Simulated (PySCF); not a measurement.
# One shape, several levels: RbCl (SMILES [Cl][Rb])

We compute a comparison of 6 runs (M06-2X/STO-3G, PBE0/STO-3G, wB97X-V/STO-3G, UMP2/STO-3G, CCSDTQ/STO-3G, NEVPT2(2,2)/STO-3G) of RbCl. 

Program for the calculation: PySCF 2.14.0.

8 further runs of the same task are left out: 8 set aside as unsound or not needed.

### 1 The structure to begin with

RbCl has 2 atoms, charge 0, and is taken as a singlet. As SMILES, `[Cl][Rb]`. The Cl1–Rb2 distance was set to 5.119 Å, away from the relaxed value.

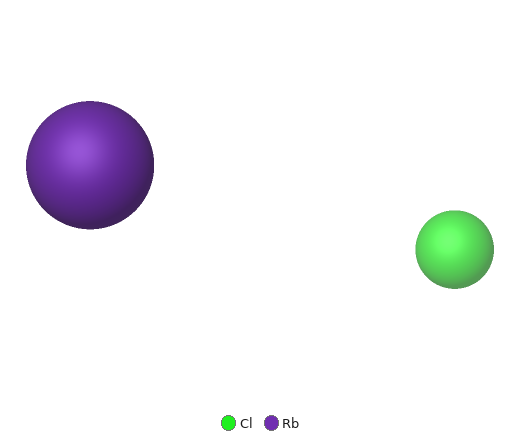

The structure, seen from a chosen angle (chlorine green, rubidium purple).

### 2 The energy at M06-2X/STO-3G (run 1)

Input file mol.xyz:

```xyz
2

Cl     0.000000     0.000000    -2.339500
Rb     0.000000     0.000000     2.779300
```

Input file calc.py:

```python
from pyscf import gto, dft

mol = gto.Mole()
mol.atom = 'mol.xyz'
mol.verbose = 3
mol.basis = 'sto-3g'
mol.charge = 0
mol.max_memory = 1860
mol.build()

mf = dft.RKS(mol, xc='m06-2x')
mf.conv_tol = 1e-10
mf.grids.level = 5
mf.kernel()
if not mf.converged:
    mf = mf.newton().run(mf.mo_coeff, mf.mo_occ)

etot = mf.e_tot
print(f'total energy: {etot:.8f} hartree')
```

Command:

```console
OMP_NUM_THREADS=1 python calc.py
```

The log of the run:

```text
converged SCF energy = -3364.30401205652
total energy: -3364.30401206 hartree
```

Wall time 2.7 s (1 thread of Arm Neoverse V1, shared host); peak memory 0.22 GiB.

### 3 The energy at PBE0/STO-3G (run 2)

Input file input.py:

```python
from pyscf import gto, dft

molecule = gto.M(
    atom='Cl 0.000000 0.000000 -2.339500; Rb -0.000000 -0.000000 2.779300',
    charge=0,
    verbose=3,
    spin=0,
    max_memory=1860,
    basis='sto-3g',
)

mf = dft.RKS(molecule)
mf.xc = 'pbe0'
mf.grids.level = 5
mf.conv_tol = 1e-10
mf.kernel()
if not mf.converged:
    mf = mf.newton().run(mf.mo_coeff, mf.mo_occ)

etot = mf.e_tot
print('Final energy', etot)
```

Command:

```console
OMP_NUM_THREADS=1 python input.py
```

The log of the run:

```text
SCF not converged.
SCF energy = -3363.87042825064
converged SCF energy = -3363.87157100395
Final energy -3363.8715710039523
```

Run time: 10 s. Hardware: 1 thread of Arm Neoverse V1, shared host; peak memory 0.23 GiB.

Run 3 isn't shown in full; the table further down has it.

### 4 A single-point energy at UMP2/STO-3G (run 4)

Input file start.xyz:

```xyz
2

Cl     0.000000     0.000000    -2.339500
Rb     0.000000     0.000000     2.779300
```

Input file input.py:

```python
from pyscf import gto, scf, mp

mol = gto.M(
    atom='start.xyz',
    verbose=3,
    basis='sto-3g',
    max_memory=1860,
)

myscf = scf.UHF(mol)
myscf.conv_tol = 1e-10
myscf.kernel()
if not myscf.converged:
    myscf = myscf.newton().run(myscf.mo_coeff, myscf.mo_occ)
for _ in range(3):
    mo, _, stable, _ = myscf.stability(return_status=True)
    if stable:
        break
    myscf.kernel(myscf.make_rdm1(mo, myscf.mo_occ))

pt = mp.MP2(myscf, frozen=19).run()
etot = pt.e_tot
print('E(%s) = %.9f' % ('MP2', etot))
```

Command:

```console
OMP_NUM_THREADS=1 python input.py
```

The log of the run:

```text
converged SCF energy = -3362.2314965254  <S^2> = 1.563194e-13  2S+1 = 1
<class 'pyscf.scf.uhf.UHF'> wavefunction is stable in the internal stability analysis
E(UMP2) = -3362.24744707442  E_corr = -0.0159505490176352
E(SCS-UMP2) = -3362.24751647162  E_corr = -0.0160199462240544
E(MP2) = -3362.247447074
```

Wall time 0.91 s (1 thread of Arm Neoverse V1, shared host); peak memory 0.12 GiB.

Run 5 isn't shown in full; the table further down has it.

### 5 The energy at NEVPT2(2,2)/STO-3G (run 6)

Input file calc.py:

```python
import numpy
from pyscf import gto, scf, mp, mcscf, mrpt

molecule = gto.Mole()
molecule.atom = '''
Cl     0.000000     0.000000    -4.421014
Rb     0.000000     0.000000     5.252116
'''
molecule.unit = 'bohr'
molecule.max_memory = 1860
molecule.verbose = 3
molecule.basis = 'sto-3g'
molecule.build()

myscf = molecule.RHF()
myscf.conv_tol = 1e-10
myscf.kernel()
if not myscf.converged:
    myscf = myscf.newton().run(myscf.mo_coeff, myscf.mo_occ)

pt = mp.MP2(scf.addons.convert_to_uhf(myscf)).run()
noons, natorbs = mcscf.addons.make_natural_orbitals(pt)
print('natural occupations', numpy.round(noons[:40], 4))
cas = mcscf.CASSCF(myscf, 2, 2)
cas.fix_spin_(ss=0.0)
cas.natorb = True
cas.kernel(natorbs)
e_pt2 = mrpt.NEVPT(cas).kernel()
energy = cas.e_tot + e_pt2
print(f'total energy: {energy:.8f} hartree')
```

Command:

```console
OMP_NUM_THREADS=1 python calc.py
```

The log of the run:

```text
converged SCF energy = -3362.23149652635
E(UMP2) = -3362.24829903454  E_corr = -0.016802508183681
E(SCS-UMP2) = -3362.24830268468  E_corr = -0.0168061583215712
natural occupations [2.0000e+00 2.0000e+00 2.0000e+00 2.0000e+00 2.0000e+00 2.0000e+00
 2.0000e+00 2.0000e+00 2.0000e+00 2.0000e+00 2.0000e+00 2.0000e+00
 2.0000e+00 2.0000e+00 2.0000e+00 2.0000e+00 2.0000e+00 2.0000e+00
 2.0000e+00 2.0000e+00 2.0000e+00 2.0000e+00 2.0000e+00 1.9984e+00
 1.9967e+00 1.9966e+00 1.9966e+00 3.3000e-03 3.3000e-03 3.3000e-03
 1.7000e-03]
CASSCF energy = -3362.23322332871
CASCI E = -3362.23322332871  E(CI) = -2.36006555716540  S^2 = 0.0000000
Sr    (-1)',   E = -0.00000000003087
Si    (+1)',   E = -0.00000000013129
Sijrs (0)  ,   E = -0.00871486698712
Sijr  (+1) ,   E = -0.00027769483908
Srsi  (-1) ,   E = -0.00000191039909
Srs   (-2) ,   E = -0.00011020636090
Sij   (+2) ,   E = -0.00019020033122
Sir   (0)' ,   E = -0.00664928153951
Nevpt2 Energy = -0.015944160619084
total energy: -3362.24916749 hartree
```

It took 1.8 s on 1 thread of Arm Neoverse V1, shared host; peak memory 0.12 GiB.

### 6 Overview of the runs

```csv
run,level,nlc grid,integration grid,energy (Eh),dipole moment (D) of the reference,HOMO energy (eV),LUMO energy (eV),wall time
1,M06-2X/STO-3G,–,5,-3364.304012,21.17,0.01,1.71,2.7 s
2,PBE0/STO-3G,–,5,-3363.871571,19.10,0.43,1.25,10 s
3,wB97X-V/STO-3G,1,5,-3363.998659,23.40,-0.25,2.90,9.6 s
4,UMP2/STO-3G,–,–,-3362.247447,24.51,-1.13,4.14,0.91 s
5,CCSDTQ/STO-3G,–,–,-3362.250436,24.51,-1.13,4.14,9.3 s
6,"NEVPT2(2,2)/STO-3G",–,–,-3362.249167,24.51,-1.13,4.14,1.8 s
```

### 7 Summary of results

| quantity | value |
| --- | --- |
| run 6: total energy | -3362.24917 Eh |
| run 6: dipole moment (Hartree–Fock density) | 24.51 D |
| run 6: HOMO energy (Hartree–Fock orbitals) | -1.13 eV |
| run 6: LUMO energy (Hartree–Fock orbitals) | 4.14 eV |
| run 6: HOMO–LUMO gap (Hartree–Fock orbitals) | 5.27 eV |

**Reading.** Over runs 1, 2, 3 the dipole moment (its size) runs from 19.10 D (PBE0/STO-3G) to 23.40 D (wB97X-V/STO-3G). Over runs 1, 2, 3 the HOMO–LUMO gap runs from 0.82 eV (PBE0/STO-3G) to 3.15 eV (wB97X-V/STO-3G). Totals of different functionals can't be ranked against each other. In runs 1, 2, 3, 4, 5, 6 the basis is minimal, so the values are rough. In runs 1, 2, 3, 4, 5, 6 relativity is left out where basis or elements ask for it. All runs together took 35 s, the longest 10 s.
